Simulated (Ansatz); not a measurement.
Consider Cl$_{2}$H$_{2}$O$_{2}$Zr···H (doublet).

Input file:

```
crystal:
  periodic: [false, false, false]
  atoms:
    - { symbol: Zr, position_ang: [0.0, 0.0, 0.0] }
    - { symbol: Cl, position_ang: [0.0, 0.0, 2.77] }
    - { symbol: Cl, position_ang: [2.3764, 0.0, -0.8392] }
    - { symbol: O, position_ang: [-0.975, 1.6891, -0.6893] }
    - { symbol: H, position_ang: [-1.9328, 1.4584, -0.9117] }
    - { symbol: O, position_ang: [-0.975, -1.6891, -0.6893] }
    - { symbol: H, position_ang: [-1.4296, -2.1548, 0.0831] }
    - { symbol: H, position_ang: [0.0, 0.0, 4.44] }
magnetization:
  spin_polarized: true
  initial_magnetization: 1
basis:
  gaussian: { orbitals: def2-SVP }
hamiltonian:
  xc: pbe0
  dispersion: d4
relax:
  f_tol: 0.15
  max_steps: 25
  restrain:
    - { distance: [1, 7], at: 2.57, k: 30.0 }
    - { distance: [0, 1], at: 2.52, k: 30.0 }
output:
  orbitals: {}
```

Launched as:

```sh
ansatz run input.yaml --threads 4 --pin off --max-ram 5120MiB --backend cpu --events-out ev --progress --plain --runs-dir out
```

The fields are those of the run's last geometry, not of the input's.

Core potentials replace the inner electrons of Zr; not at a stationary point (largest force 1.4 eV/Å).

Computed with UKS PBE0-D4/def2-SVP (Ansatz).

What can the converged electron density, electron localisation function and spin density tell about the bonding?

Cl2···H8 (2.58 Å): the density falls to about 0.1 e/Å³ on the way; the ELF dips to about 0.10 between them.
Zr–O (1.89 Å): the density is about 0.96 e/Å³ at the midpoint; the ELF peaks at about 0.80 in the valence shell of O, 0.5 Å from its nucleus, and drops to about 0.20 between the two atoms.
O–H (0.96 Å): the density is about 3.7 e/Å³ at the midpoint; the ELF climbs to about 1 towards the hydrogen, as it does in any bond to H (a covalent bond by its length).
Zr–Cl (2.48 Å): ρ is about 0.45 e/Å³ halfway; the ELF peaks at about 0.85 in the valence shell of Cl, 0.9 Å from its nucleus, and is about 0.30 at the midpoint.
The unpaired spin (1 electron) lies mostly on H8 (about 0.9), in electrons by Hirshfeld's partition.

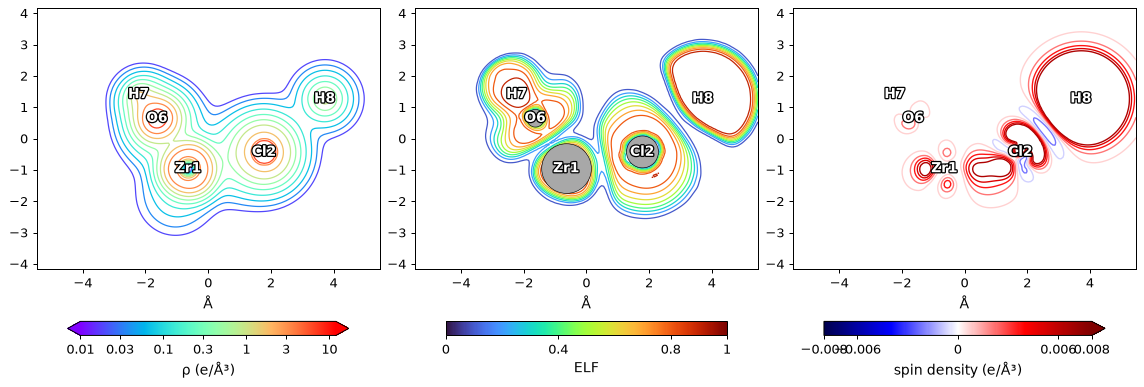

Computed electron density, electron localisation function and spin density on the plane of atoms Cl2, Zr1 and O6, in this order. Grey discs cover the atomic cores in the ELF map. 
